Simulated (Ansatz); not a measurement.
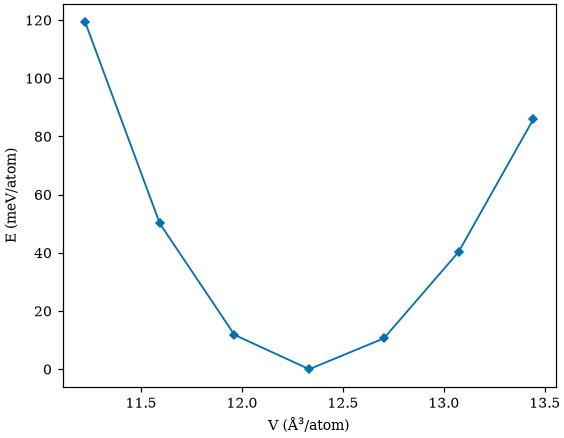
Re₂B in space group P6_3/mmc (No. 194; B on 2c, Re on 2a, Re on 2d) under volume change, the program Ansatz at the PBE level (PAW), shape and atoms relaxed at each volume.

### Question
What does a third-order Birch–Murnaghan fit give for V₀, B₀ and B′?

### Answer
V₀ = 12.33 Å³/atom, B₀ = 322 GPa, B′ = 4.5.

A made-up cell: these elements were put on the sites of a structure type; neither database checked (COD, Materials Project) lists it. Whether it is the stable phase at ambient conditions was not checked. The PBE relaxation kept the symmetry of its start; its stability against distortions is not shown here. The run is not spin-polarised. Scalar-relativistic: spin–orbit coupling is off unless named, which matters more the heavier the elements.

Potentials: the earlier of the program's two PAW sets.
